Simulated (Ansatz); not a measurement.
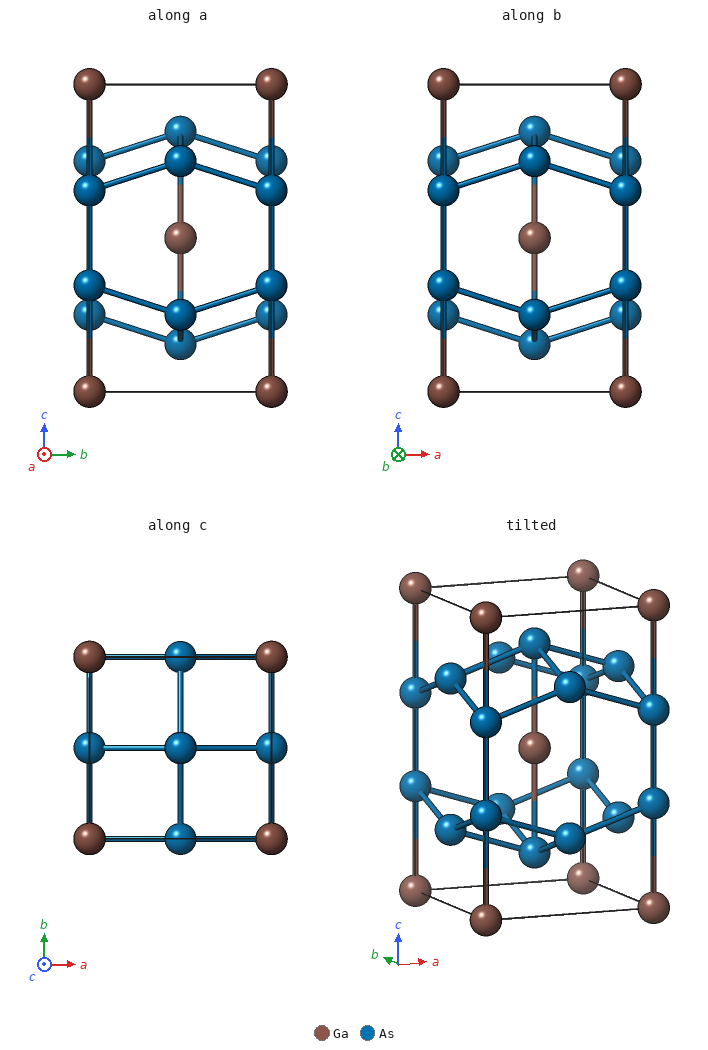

The image is a ball-and-stick drawing of a crystal, viewed along the a axis, along the b axis, along the c axis and slightly off an axis. The frame is the conventional unit cell; atoms at its boundary are shown with their periodic copies.

Lattice parameters: a = 5.1088 Å, b = 5.1088 Å, c = 8.6270 Å, α = 90.000°, β = 90.000°, γ = 90.000°.

> Reconstruct the structure as a CIF with its space group and independent sites, with free fractional coordinates to two decimals.

```cif
data_structure
_symmetry_space_group_name_H-M 'I 4/m m m'
_symmetry_Int_Tables_number 139
_cell_length_a 5.1088
_cell_length_b 5.1088
_cell_length_c 8.6270
_cell_angle_alpha 90.000
_cell_angle_beta 90.000
_cell_angle_gamma 90.000
_cell_volume 225.17
loop_
_atom_site_label
_atom_site_type_symbol
_atom_site_symmetry_multiplicity
_atom_site_Wyckoff_symbol
_atom_site_fract_x
_atom_site_fract_y
_atom_site_fract_z
_atom_site_occupancy
Ga1 Ga 2 a 0.00 0.00 0.00 1
As1 As 4 d 0.00 0.50 0.25 1
As2 As 4 e 0.00 0.00 0.35 1
```

Its origin is a structure type filled with these elements by a generator (whether the compound takes this form wasn't checked). This is the structure after a relaxation with Ansatz 0.2.0, DFT PBE, scalar-relativistic, plane waves, PAW.
